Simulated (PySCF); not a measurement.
Coordinates of C₄H₇F₃Si, SMILES FC(F)(F)/C=C/C[SiH3] (Å):

```xyz
15

F      3.5364    -0.1528     0.5898
C      2.5428     0.3987    -0.1200
F      2.9372     0.3863    -1.4005
F      2.4454     1.6771     0.2562
C      1.2693    -0.3534     0.0640
C      0.1521     0.2037     0.5377
C     -1.1492    -0.4926     0.7149
Si    -2.4045    -0.0258    -0.6348
H      1.3219    -1.4101    -0.2156
H      0.1805     1.2703     0.7907
H     -1.6035    -0.2229     1.6833
H     -1.0278    -1.5876     0.6977
H     -1.9115    -0.4919    -1.9645
H     -2.5861     1.4568    -0.6707
H     -3.7179    -0.6736    -0.3358
```

Simulated rotational absorption lines between 2 and 20 GHz at 2 K: rigid rotor with the equilibrium constants and dipole of one optimised conformer (PBE0-D3(BJ)/def2-SVP, PySCF 2.14.0), commonest isotopes; no centrifugal distortion, hyperfine structure, internal rotation or nuclear-spin weights; lines within 1 MHz of each other are summed. Lines of different type are drawn apart.

**What are the rotational constants, and what kind of rotor is it?**

Rotational constants A, B, C = 3.908, 0.6567, 0.6397 GHz; Ray's κ = −0.99, a near-prolate asymmetric top.

**Which dipole components drive the lines?**

|μa|, |μb|, |μc| = 2.58, 1.06, 0.36 D; a-type lines carry 87 % of the intensity in this range.

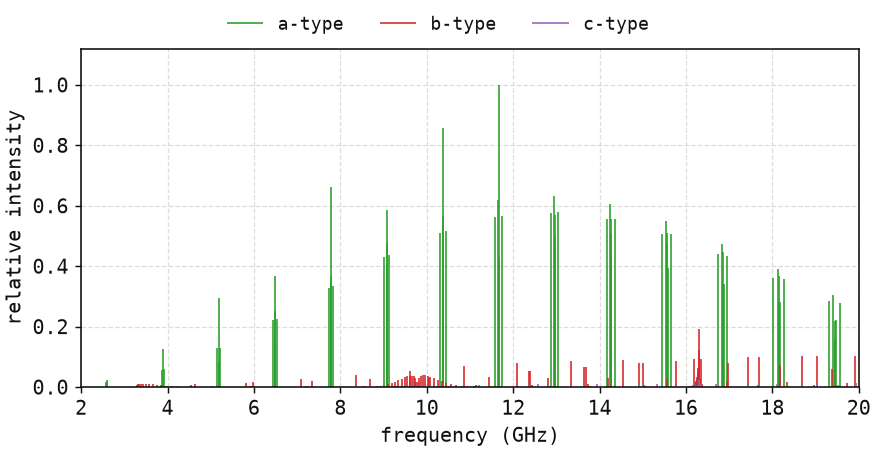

Known limits of this run: coarse grid, loose stop and no frequency check, small forces are noise and the end may be a saddle.
